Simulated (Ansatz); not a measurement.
# O$_{2}$SSi: what the fields show

The calculation's input:

```
crystal:
  periodic: [false, false, false]
  atoms:
    - {symbol: O, position_ang: [-0.009529, 0.726096, 1.018275]}
    - {symbol: O, position_ang: [0.573536, -0.171315, -1.004172]}
    - {symbol: S, position_ang: [1.461622, 0.399903, 0.292770]}
    - {symbol: Si, position_ang: [-0.971339, 0.147285, -0.296552]}
basis:
  gaussian:
    orbitals: def2-TZVPD
magnetization:
  spin_polarized: false
hamiltonian:
  xc: {name: PBE0}
output: {forces: true, orbitals: {seedname: orbitals}}
```

Run with:

```sh
ansatz run input.yaml --threads 1 --pin off --max-ram 2610MiB --events-out events.jsonl --progress --plain --runs-dir runs
```

Geometry: PBE0-D3(BJ)/def2-SVP.

All numbers below come from Ansatz, isolated molecule in a Gaussian basis; Kohn-Sham density functional theory, functional PBE0.

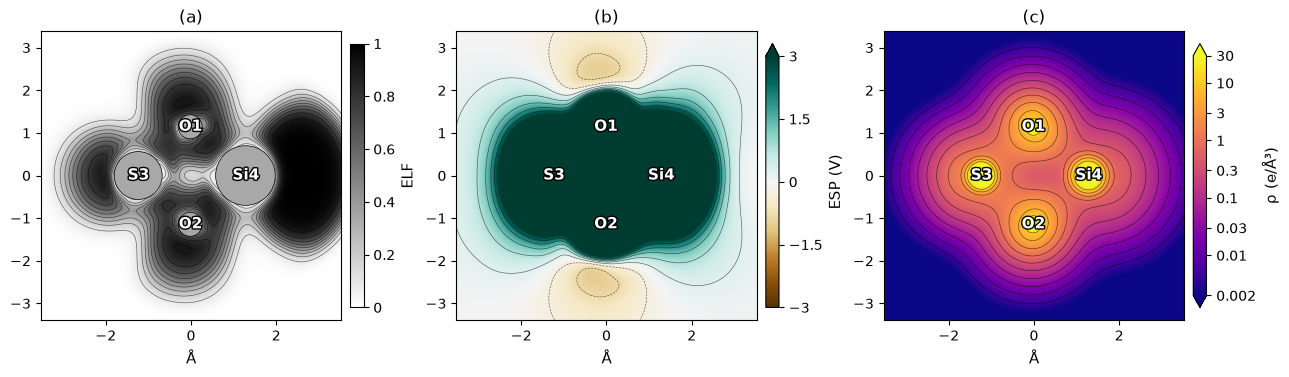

Figure 1. (a) electron localisation function; (b) molecular electrostatic potential; (c) electron density on the molecular plane. Grey discs cover the atomic cores in the ELF map.

Describe what can be read from this map.

Answer.
- The plane passes through O, S and Si nuclei.
- S–O (1.67 Å): the density is about 1.4 e/Å³ at the midpoint; the ELF peaks at about 0.80 between the atoms; a polar covalent bond.
- Si–O (1.73 Å): the density is about 1 e/Å³ at the midpoint; the ELF peaks at about 0.85 between the atoms: a shared but strongly polarised pair.
- The ELF also peaks beside O2, Si4, S3 and O1, away from the bonds: lone-pair regions.
- Outside the dense part of the molecule the potential is most negative (−1.0 V) near O1 and O2.

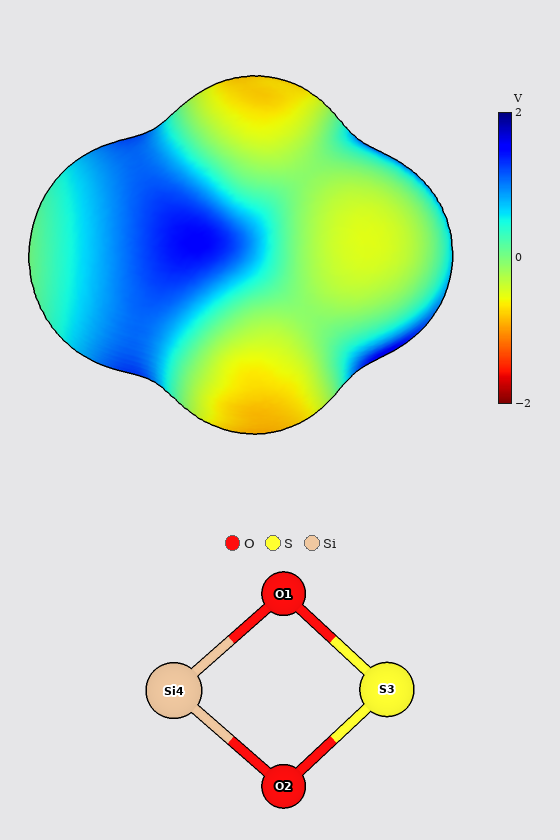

Figure 2. The molecular electrostatic potential painted on the density surface at 0.002 e/bohr³, seen across its widest extent; the colour scale runs from red (negative) to blue (positive). The bare structure is drawn below in the same view.

Where is the surface potential most negative and most positive?

Answer. The most negative region (about −0.9 V) lies over O1 and O2, the most positive (about +1.5 V) over S3 and Si4.

How polar is the molecule by this calculation?

Answer. Its dipole moment is 0.51 D.

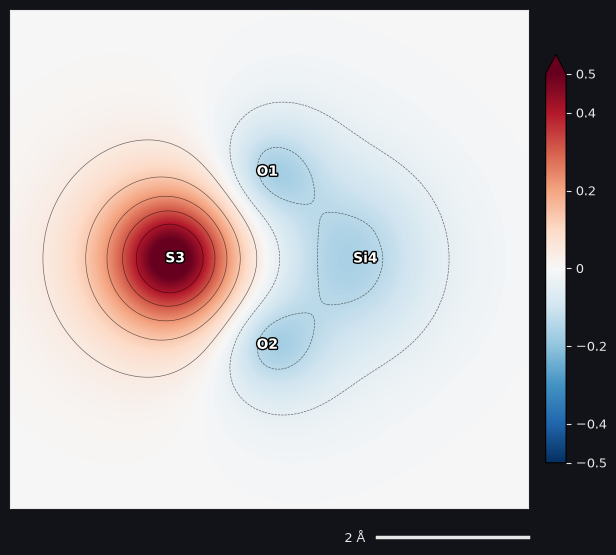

Figure 3. The HOMO on a plane 0.8 Å above the molecular plane (values in Å⁻³ᐟ²; the overall sign is arbitrary).

Describe this orbital and give its energy.

Answer. By Hirshfeld shares it lies mainly on S3 (about 70 %), Si4 (about 10 %), O2 (about 10 %) and O1 (about 10 %); it changes sign across the molecular plane (π type); π-bonding across O1–Si4 and O2–Si4. Its energy is −6.70 eV.
